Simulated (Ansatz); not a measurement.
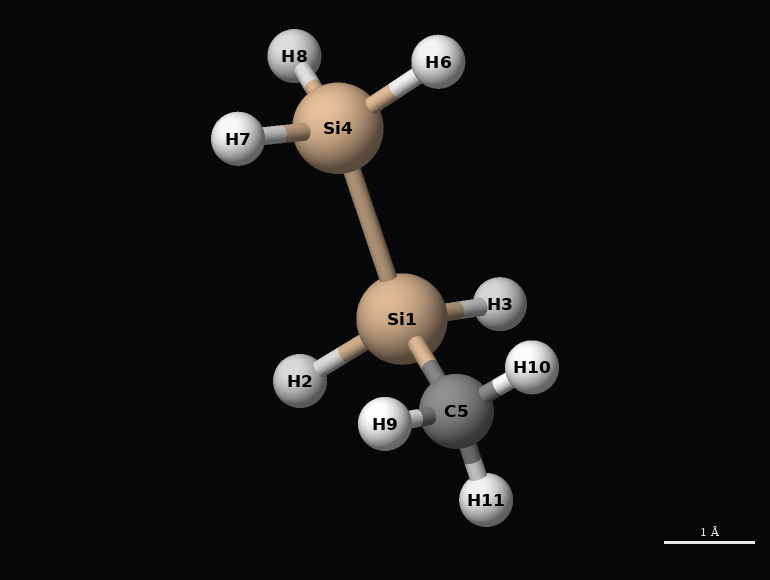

The atoms are numbered. The computed structure is the end point of a PBE0-D4/def2-TZVP optimisation.

What is the geometry at C5?

Answer. C5 has 4 neighbours (Si1 at 1.88, H9 at 1.09, H10 at 1.09, H11 at 1.09 Å); the arrangement is tetrahedral.

Describe the coordination of atom 1.

Answer. Si1 has 4 neighbours (H2 at 1.49, H3 at 1.49, Si4 at 2.34, C5 at 1.88 Å); the arrangement is tetrahedral.

How are the neighbours of atom 4 arranged?

Answer. Si4 has 4 neighbours (Si1 at 2.34, H6 at 1.49, H7 at 1.49, H8 at 1.49 Å); the arrangement is tetrahedral.
